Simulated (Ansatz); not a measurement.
**AlHOF (SMILES [O][AlH][F]): levels of theory compared**

We compute a comparison of 4 runs (U-r2SCAN0/STO-3G, UCAM-B3LYP/STO-3G, RPA@PBE/STO-3G, UCCSDT/STO-3G) of AlHOF. 

Program for the calculation: Ansatz 0.2.0.

70 further runs of the same task are left out: 5 that didn't finish, 65 set aside as unsound or not needed.

### Step 1. The molecule

The species is AlHOF (4 atoms), meant as a doublet with charge 0. SMILES: `[O][AlH][F]`. The H4–Al2 distance was set to 3.910 Å, away from the relaxed value. At this shape a bond of the SMILES string is far longer than usual.

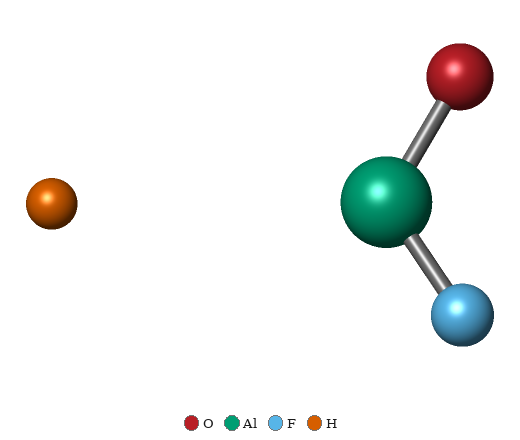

Viewed from a chosen angle; oxygen red, aluminium teal, fluorine blue, hydrogen orange.

### Step 2. The energy at U-r2SCAN0/STO-3G (run 1)

input.yaml

```yaml
basis:
  gaussian:
    orbitals: STO-3G
crystal:
  periodic: [false, false, false]
  atoms:
    - {symbol: O, position_ang: [-1.979131, -2.500835, 1.379499]}
    - {symbol: Al, position_ang: [-1.812631, -1.413135, 0.043099]}
    - {symbol: F, position_ang: [-2.977331, -1.449535, -1.112101]}
    - {symbol: H, position_ang: [1.272100, 0.985600, -0.090400]}
magnetization:
  spin_polarized: true
  initial_magnetization: 1
hamiltonian:
  xc: {name: r2SCAN0}
accuracy: high
```

Started as:

```console
$ ansatz run input.yaml --threads 1 --pin off --max-ram 2610MiB --events-out events.jsonl --progress --plain --runs-dir runs
```

Standard output:

```text
Warning: RAYON_NUM_THREADS=1 ignored (pool sized by the plan → 1); use --threads N
Functional definition: r2SCAN0
  name "r2SCAN0"
  parameter a = 0.25
  parameter k0 = 0.174
  parameter k1 = 0.065
  parameter a1 = 4.9479
  exchange = (1 - a)*r2scan_x(k0 = k0, k1 = k1, a1 = a1) + a*exact_x
  correlation = r2scan_c
345 factors; integrals over basis functions are off by at most 2.8e-8 eV
mean field evaluation 1: about -11210.2668 eV, gradient 3.2e1 eV
mean field evaluation 2: about -11068.8989 eV, gradient 1.1e2 eV
mean field evaluation 4: about -11221.3043 eV, gradient 6.3e0 eV
mean field evaluation 8: about -11221.6627 eV, gradient 6.1e-1 eV
mean field evaluation 16: about -11222.1610 eV, gradient 5.9e-5 eV
mean field evaluation 32: about -11221.8362 eV, gradient 3.2e-2 eV
mean field evaluation 64: about -11221.8363 eV, gradient 2.2e-3 eV
mean field -11222.16104710 eV, -412.4068118271 hartree, gradient 2.5e-8 eV, S^2 1.513195; 6 other end points of the search recorded, 0 dependent functions left out
reference -11222.16104780 eV, -412.4068118527 hartree; 16, 15 occupied and 4, 5 virtual orbitals, 345 factors
Total energy: -11222.16104780 eV, -412.4068118527 hartree
```

It took 17 s on 1 thread of Arm Neoverse V1, shared host; peak memory 0.23 GiB.

### Step 3. A single-point energy at UCAM-B3LYP/STO-3G (run 2)

molecule.yaml

```yaml
crystal:
  periodic: [false, false, false]
  atoms:
    - {symbol: O, position_ang: [-1.979131, -2.500835, 1.379499]}
    - {symbol: Al, position_ang: [-1.812631, -1.413135, 0.043099]}
    - {symbol: F, position_ang: [-2.977331, -1.449535, -1.112101]}
    - {symbol: H, position_ang: [1.272100, 0.985600, -0.090400]}
basis:
  gaussian: {orbitals: STO-3G}
magnetization: {spin_polarized: true, initial_magnetization: 1}
hamiltonian: {xc: {name: CAM-B3LYP}}
accuracy: high
```

Started as:

```console
$ ansatz run molecule.yaml --threads 1 --pin off --max-ram 2610MiB --events-out events.jsonl --progress --plain --runs-dir runs
```

Standard output, shortened:

```text
Warning: RAYON_NUM_THREADS=1 ignored (pool sized by the plan → 1); use --threads N
Functional definition: CAM-B3LYP
  name "CAM-B3LYP"
[...]
345 factors; integrals over basis functions are off by at most 2.8e-8 eV
149 factors; integrals over basis functions are off by at most 1.1e-9 eV
[...]
mean field -11221.74146953 eV, -412.3913926358 hartree, gradient 3.0e-8 eV, S^2 1.431447; 14 other end points of the search recorded, 0 dependent functions left out
reference -11221.74148262 eV, -412.3913931168 hartree; 16, 15 occupied and 4, 5 virtual orbitals, 345 factors
Total energy: -11221.74148262 eV, -412.3913931168 hartree
```

Run time: 9 s. Hardware: 1 thread of Arm Neoverse V1, shared host; peak memory 0.13 GiB.

Run 3 isn't shown in full; the table further down has it.

### Step 4. A single-point energy at UCCSDT/STO-3G (run 4)

job.yaml

```yaml
crystal:
  periodic: [false, false, false]
  atoms:
    - {symbol: O, position_ang: [-1.979131, -2.500835, 1.379499]}
    - {symbol: Al, position_ang: [-1.812631, -1.413135, 0.043099]}
    - {symbol: F, position_ang: [-2.977331, -1.449535, -1.112101]}
    - {symbol: H, position_ang: [1.272100, 0.985600, -0.090400]}
basis:
  gaussian: {orbitals: STO-3G}
magnetization: {spin_polarized: true, initial_magnetization: 1}
correlation: {method: ccsdt, frozen_orbitals: {Al: 5, F: 1, H: 0, O: 1}}
accuracy: high
scf: {omitted_lower_state_checks: [cluster_reference, increment]}
```

Started as:

```console
$ ansatz run job.yaml --threads 1 --pin off --max-ram 2610MiB --events-out events.jsonl --progress --plain --runs-dir runs
```

Standard output:

```text
Warning: RAYON_NUM_THREADS=1 ignored (pool sized by the plan → 1); use --threads N
[... 17 lines left out ...]
7 core orbitals not correlated: weight in the atoms' cores, before any rotation towards them, 1.000 or more for the frozen orbitals, at most 0.000 for the correlated occupied ones
[... 93 lines left out ...]
WARN: these amplitudes may be one of several solutions (largest doubles amplitude 0.51, level shift 0.00 eV)
Total energy: -11195.80898898 eV, -411.4383915532 hartree
Checks for a lower state left out: cluster_reference, increment
```

Wall time 2.8 s (1 thread of Arm Neoverse V1, shared host).

### Step 5. The series

| run | level | frozen core orbitals | energy (Eh) | ⟨S²⟩ | wall time |
| --- | --- | --- | --- | --- | --- |
| 1 | U-r2SCAN0/STO-3G | – | -412.406812 | 1.513 | 17 s |
| 2 | UCAM-B3LYP/STO-3G | – | -412.391393 | 1.431 | 9 s |
| 3 | RPA@PBE/STO-3G | 7 | -411.492363 | 1.052 | 5.7 s |
| 4 | UCCSDT/STO-3G | 7 | -411.438392 | 1.689 | 2.8 s |

### Step 6. Summary of results

```
                                          quantity          value
                               run 4: total energy  -411.43839 Eh
run 4: correlation energy (7 core orbitals frozen)      -89.1 mEh
          run 4: ⟨S²⟩ of the reference determinant          1.689
                              run 4: T1 diagnostic          0.110
```

Totals of different functionals can't be ranked against each other. In runs 1, 2, 3, 4 the basis is minimal, so the values are rough. Spin contamination of the reference: run 4 ⟨S²⟩ = 1.69, run 1 ⟨S²⟩ = 1.51, run 2 ⟨S²⟩ = 1.43, run 3 ⟨S²⟩ = 1.05. Where it is this large, the reference is a mixture of spin states, and values that rest on it are in doubt. All runs together took 35 s, the longest 17 s.
